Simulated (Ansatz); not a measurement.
# One shape, several levels: NH3 (ammonia)

Aim: a comparison of 6 runs (PBE0/3-21G, SVWN5/6-31G, r2SCAN/6-31G, BCCD(T)/6-31G, CCSDTQ/3-21G, UCCSD(T)/6-31G) of NH3 (ammonia). 

The calculation is run with Ansatz 0.2.0.

48 further runs of the same task are left out: 48 set aside as unsound or not needed.

## 1. The molecule

The species is NH3 (4 atoms), meant as a singlet with charge 0. As SMILES, `N`. The H2–N1 distance was set to 2.531 Å, away from the relaxed value. At this shape a bond of the SMILES string is far longer than usual.

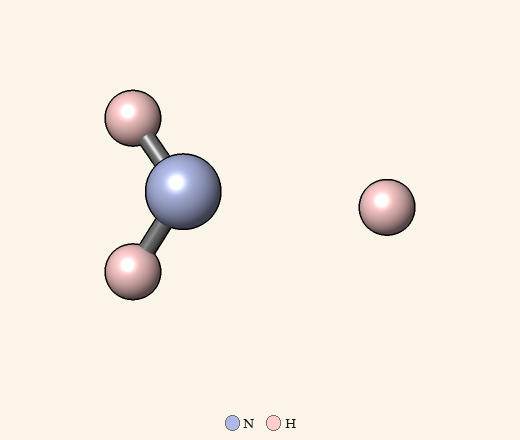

Viewed from a chosen angle; nitrogen light blue, hydrogen pink.

## 2. A single-point energy at PBE0/3-21G (run 1)

Input file molecule.yaml:

```yaml
crystal:
  periodic: [false, false, false]
  atoms:
    - {symbol: N, position_ang: [-0.910458, 1.076384, -0.846420]}
    - {symbol: H, position_ang: [0.490470, -0.301820, 0.749180]}
    - {symbol: H, position_ang: [-1.728028, 0.524974, -1.076260]}
    - {symbol: H, position_ang: [-0.373628, 1.181194, -1.698550]}
basis:
  gaussian: {orbitals: 3-21G.json}
hamiltonian: {xc: {name: PBE0}}
accuracy: high
```

The basis set 3-21G is read from a file made from the Basis Set Exchange's data (not shown).

Command:

```bash
$ ansatz run molecule.yaml --threads 1 --pin off --max-ram 3480MiB --events-out events.jsonl --progress --plain --runs-dir runs
```

Standard output:

```text
Warning: RAYON_NUM_THREADS=1 ignored (pool sized by the plan → 1); use --threads N
Functional definition: PBE0
  name "PBE0"
  parameter a = 0.25
  parameter kappa = 0.804
  parameter beta = 0.06672455060314922
  exchange = (1 - a)*pbe_x(kappa = kappa, mu = beta*pi^2/3) + a*exact_x
  correlation = pbe_c(beta = beta)
284 factors; integrals over basis functions are off by at most 1.9e-9 eV
mean field evaluation 1: about -1510.9149 eV, gradient 5.6e1 eV
mean field evaluation 2: about -1493.4389 eV, gradient 8.9e1 eV
mean field evaluation 4: about -1521.9946 eV, gradient 2.7e0 eV
mean field evaluation 8: about -1522.0071 eV, gradient 3.0e-1 eV
mean field evaluation 16: about -1522.0075 eV, gradient 7.6e-7 eV
mean field -1522.00746956 eV, -55.9327428526 hartree, gradient 8.7e-9 eV, S^2 0.000000; 0 other end points of the search recorded, 0 dependent functions left out
reference -1522.00747059 eV, -55.9327428905 hartree; 5, 5 occupied and 10, 10 virtual orbitals, 284 factors
Total energy: -1522.00747059 eV, -55.9327428905 hartree
```

Wall time 0.26 s (1 thread of Intel Xeon 6975P-C (Granite Rapids), shared host).

## 3. The energy at SVWN5/6-31G (run 2)

Input file run.yaml:

```yaml
crystal:
  periodic: [false, false, false]
  atoms:
    - {symbol: "N", position_ang: [-0.910458, 1.076384, -0.846420]}
    - {symbol: H, position_ang: [0.490470, -0.301820, 0.749180]}
    - {symbol: H, position_ang: [-1.728028, 0.524974, -1.076260]}
    - {symbol: H, position_ang: [-0.373628, 1.181194, -1.698550]}
basis:
  gaussian: {orbitals: 6-31G}
hamiltonian: {xc: {name: SVWN5}}
accuracy: high
```

Command:

```bash
$ ansatz run run.yaml --threads 1 --pin off --max-ram 3480MiB --events-out events.jsonl --progress --plain --runs-dir runs
```

Standard output:

```text
Warning: RAYON_NUM_THREADS=1 ignored (pool sized by the plan → 1); use --threads N
Functional definition: SVWN5
  name "SVWN5"
  exchange = slater_x
  correlation = vwn5_c
348 factors; integrals over basis functions are off by at most 9.8e-9 eV
mean field evaluation 1: about -1502.5677 eV, gradient 7.3e1 eV
mean field evaluation 2: about -1462.6661 eV, gradient 1.2e2 eV
mean field evaluation 4: about -1519.2117 eV, gradient 3.1e0 eV
mean field evaluation 8: about -1519.3055 eV, gradient 9.5e-2 eV
mean field evaluation 16: about -1519.3014 eV, gradient 3.6e-4 eV
mean field -1519.30138689 eV, -55.8332961489 hartree, gradient 2.1e-8 eV, S^2 0.000000; 0 other end points of the search recorded, 0 dependent functions left out
reference -1519.30138858 eV, -55.8332962107 hartree; 5, 5 occupied and 10, 10 virtual orbitals, 348 factors
Total energy: -1519.30138858 eV, -55.8332962107 hartree
```

Wall time 0.32 s (1 thread of Intel Xeon 6975P-C (Granite Rapids), shared host).

Run 3 isn't shown in full; the table further down has it.

## 4. The energy at BCCD(T)/6-31G (run 4)

Input file run.yaml:

```yaml
basis:
  gaussian:
    orbitals: 6-31G
crystal:
  periodic: [false, false, false]
  atoms:
    - {symbol: N, position_ang: [-0.910458, 1.076384, -0.846420]}
    - {symbol: H, position_ang: [0.490470, -0.301820, 0.749180]}
    - {symbol: H, position_ang: [-1.728028, 0.524974, -1.076260]}
    - {symbol: H, position_ang: [-0.373628, 1.181194, -1.698550]}
total_charge: 0
correlation:
  method: bccd_t
  frozen_orbitals: {H: 0, "N": 1}
accuracy: high
scf:
  omitted_lower_state_checks: [cluster_reference, increment]
```

Command:

```bash
$ ansatz run run.yaml --threads 1 --pin off --max-ram 3480MiB --events-out events.jsonl --progress --plain --runs-dir runs
```

Standard output:

```text
Warning: RAYON_NUM_THREADS=1 ignored (pool sized by the plan → 1); use --threads N
[... 12 lines left out ...]
1 core orbitals not correlated: weight in the atoms' cores, before any rotation towards them, 1.000 or more for the frozen orbitals, at most 0.000 for the correlated occupied ones
[... 37 lines left out ...]
WARN: these amplitudes may be one of several solutions (largest doubles amplitude 0.65, level shift 6.85 eV)
Total energy: -1527.63483195 eV, -56.1395446063 hartree
Checks for a lower state left out: cluster_reference, increment
```

Run time: 0.12 s. Hardware: 1 thread of Intel Xeon 6975P-C (Granite Rapids), shared host.

Run 5 isn't shown in full; the table further down has it.

## 5. The energy at UCCSD(T)/6-31G (run 6)

Input file job.yaml:

```yaml
crystal:
  periodic: [false, false, false]
  atoms:
    - {symbol: N, position_ang: [-0.910458, 1.076384, -0.846420]}
    - {symbol: H, position_ang: [0.490470, -0.301820, 0.749180]}
    - {symbol: H, position_ang: [-1.728028, 0.524974, -1.076260]}
    - {symbol: H, position_ang: [-0.373628, 1.181194, -1.698550]}
basis:
  gaussian:
    orbitals: 6-31G
magnetization:
  spin_polarized: true
correlation:
  method: ccsd_t
  frozen_orbitals: {H: 0, "N": 1}
accuracy: high
scf:
  omitted_lower_state_checks: [cluster_reference, increment]
```

Command:

```bash
$ ansatz run job.yaml --threads 1 --pin off --max-ram 3480MiB --events-out events.jsonl --progress --plain --runs-dir runs
```

Standard output:

```text
Warning: RAYON_NUM_THREADS=1 ignored (pool sized by the plan → 1); use --threads N
[... 14 lines left out ...]
1 core orbitals not correlated: weight in the atoms' cores, before any rotation towards them, 1.000 or more for the frozen orbitals, at most 0.000 for the correlated occupied ones
[... 43 lines left out ...]
Total energy: -1527.48266994 eV, -56.1339527553 hartree
Checks for a lower state left out: cluster_reference, increment
```

It took 0.22 s on 1 thread of Intel Xeon 6975P-C (Granite Rapids), shared host.

## 6. Overview of the runs

| run | level | frozen core orbitals | energy (Eh) | wall time |
| --- | --- | --- | --- | --- |
| 1 | PBE0/3-21G | – | -55.932743 | 0.26 s |
| 2 | SVWN5/6-31G | – | -55.833296 | 0.32 s |
| 3 | r2SCAN/6-31G | – | -56.276494 | 1.1 s |
| 4 | BCCD(T)/6-31G | 1 | -56.139545 | 0.12 s |
| 5 | CCSDTQ/3-21G | 1 | -55.844212 | 2.1 s |
| 6 | UCCSD(T)/6-31G | 1 | -56.133953 | 0.22 s |

## 7. Summary of results

| quantity | value |
| --- | --- |
| run 6: total energy | -56.13395 Eh |
| run 6: correlation energy (1 core orbital frozen) | -102.6 mEh |
| run 6: (T) correction | -1.36 mEh |
| run 6: ⟨S²⟩ of the reference determinant | 0.984 |
| run 6: T1 diagnostic | 0.017 |

**Reading.** Totals of different functionals can't be ranked against each other. In runs 4, 5 the log says that unrestricted orbitals would lower the reference, so the values rest on an unstable closed-shell determinant (other closed-shell runs at this shape may share the fault). In runs 1, 2, 3 a closed-shell determinant meets a far-stretched bond, which it describes badly. Spin contamination of the reference: run 6 ⟨S²⟩ = 0.98. Where it is this large, the reference is a mixture of spin states, and values that rest on it are in doubt. All runs together took 4.2 s, the longest 2.1 s.
